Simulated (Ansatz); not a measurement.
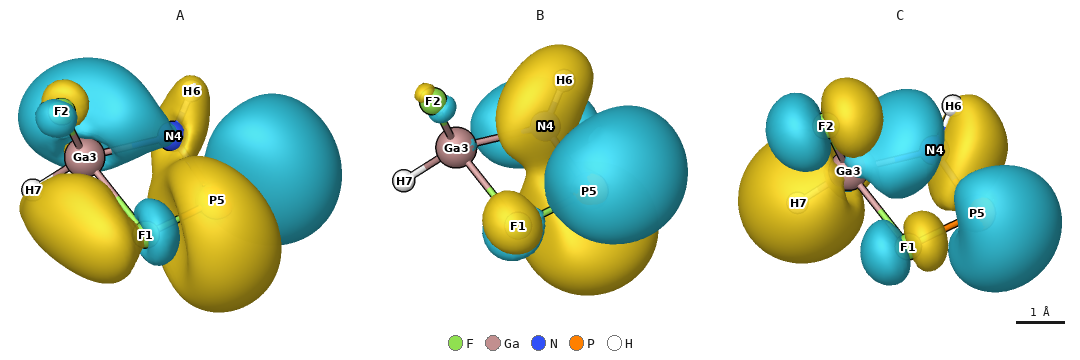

F2GaH2NP (doublet). Three frontier orbitals at ±0.06 Å⁻³ᐟ² (yellow and cyan are the two phases), in no order.

Geometry: B3LYP-D3(BJ)/def2-SVP.

Theory: isolated molecule in a Gaussian basis; Kohn-Sham density functional theory, functional PBE0 (Ansatz).

Input file:

```
crystal:
  periodic: [false, false, false]
  atoms:
    - {symbol: F, position_ang: [0.304560, 0.417285, 4.262138]}
    - {symbol: F, position_ang: [2.638649, 2.519443, 4.098960]}
    - {symbol: Ga, position_ang: [0.983654, 2.324398, 3.527081]}
    - {symbol: N, position_ang: [0.952391, 1.112556, 2.033978]}
    - {symbol: P, position_ang: [0.320208, -0.306840, 2.651497]}
    - {symbol: H, position_ang: [1.717270, 1.063647, 1.360988]}
    - {symbol: H, position_ang: [-0.113143, 3.342786, 3.917374]}
basis:
  gaussian:
    orbitals: def2-TZVPD
magnetization:
  spin_polarized: true
  initial_magnetization: 1
hamiltonian:
  xc: pbe0
output:
  forces: true
  orbitals: {seedname: orbitals}
```

Launched as:

```sh
ansatz run input.yaml --threads 2 --pin off --max-ram 4350MiB --events-out events.jsonl --progress --plain --runs-dir runs
```

Order the three orbitals by energy and name them. All are α orbitals.

C is the HOMO−1 (α) (−9.36 eV). By Hirshfeld shares it lies mainly on N4 (about 25 %), P5 (about 20 %), H7 (about 15 %), Ga3 (about 15 %) and F2 (about 15 %). B is the HOMO (α) (−5.97 eV). It lies mainly on P5 (about 70 %) and N4 (about 20 %). A is the LUMO (α) (−1.69 eV). It lies mainly on P5 (about 65 %), Ga3 (about 15 %), F1 (about 10 %) and N4 (about 5 %).

What is the gap between the highest occupied and lowest empty α orbitals?

4.28 eV between the orbital energies.
